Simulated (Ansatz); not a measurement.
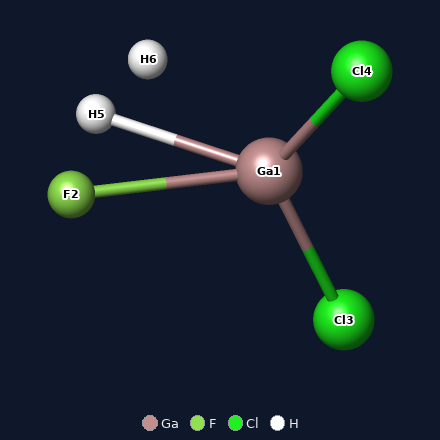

The system is the reacting system Cl₂FGaH₂ (fragments Cl₂FGa + H₂ where the first distance is long, Cl₂GaH + FH where the second is long); the picture shows the reference structure. 
- First axis: distance Ga1–H6 (bond that forms). Second axis: distance H5–H6 (bond that breaks).
- Relaxed at each point: all other coordinates.
- The scan uses a 9 × 9 grid.
- Points are written as (first, second).
- All energies are given in kcal/mol relative to the lowest grid point.
- Energies and slopes of some neighbouring points disagree (a jump in structure or state, or too coarse a mesh). The reference is spin-restricted, so regions where a bond is pulled apart into radicals lie too high.
- Theory: RHF/def2-SVP in Ansatz.

Its coordinates:

```csv
atom,x (Å),y (Å),z (Å)
Ga,-0.1203,-0.4081,-0.4327
F,0.8872,1.3781,0.1357
Cl,1.1924,-2.0631,-0.5508
Cl,-1.8188,-0.0245,-1.6347
H,0.2280,0.8789,1.0187
H,-0.3685,0.2388,1.4638
```

Range: distance Ga1–H6 (bond that forms) from 1.377 to 3.177 Å; distance H5–H6 (bond that breaks) from 0.666 to 2.166 Å.

**What will the energy surface look like?**

The lowest grid point is at (2.900 Å, 0.777 Å). The energy also falls towards the edge at (1.511 Å, 2.166 Å) (6 kcal/mol above the lowest), where a further well may lie outside the range. The highest grid point, (3.177 Å, 1.713 Å), lies 101 kcal/mol above the lowest.

| second ↓, first → | 1.377 | 1.511 | 1.695 | 1.905 | 2.134 | 2.377 | 2.633 | 2.900 | 3.177 |
| --- | --- | --- | --- | --- | --- | --- | --- | --- | --- |
| 2.166 | 14 | 6 | 9 | 20 | 36 | 53 | 70 | 85 | 97 |
| 1.935 | 16 | 8 | 10 | 21 | 37 | 54 | 69 | 83 | 94 |
| 1.713 | 19 | 11 | 13 | 23 | 38 | 54 | 68 | 80 | 101 |
| 1.500 | 22 | 14 | 16 | 26 | 40 | 54 | 78 | 78 | 78 |
| 1.297 | 26 | 19 | 21 | 30 | 42 | 53 | 53 | 54 | 54 |
| 1.106 | 72 | 54 | 40 | 34 | 31 | 30 | 30 | 30 | 30 |
| 0.931 | 53 | 35 | 22 | 14 | 11 | 10 | 10 | 10 | 10 |
| 0.777 | 43 | 25 | 12 | 5 | 2 | 0 | 0 | 0 | 0 |
| 0.666 | 47 | 29 | 15 | 8 | 5 | 4 | 3 | 3 | 3 |

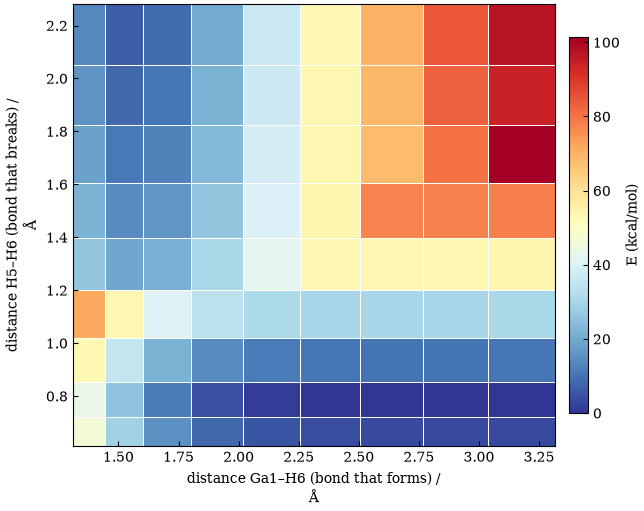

In the figure: one coloured cell a grid point.

Time for the 81 points that were run: 29 min on 1 thread of Intel(R) Xeon(R) Processor @ 2.70GHz (shared host).
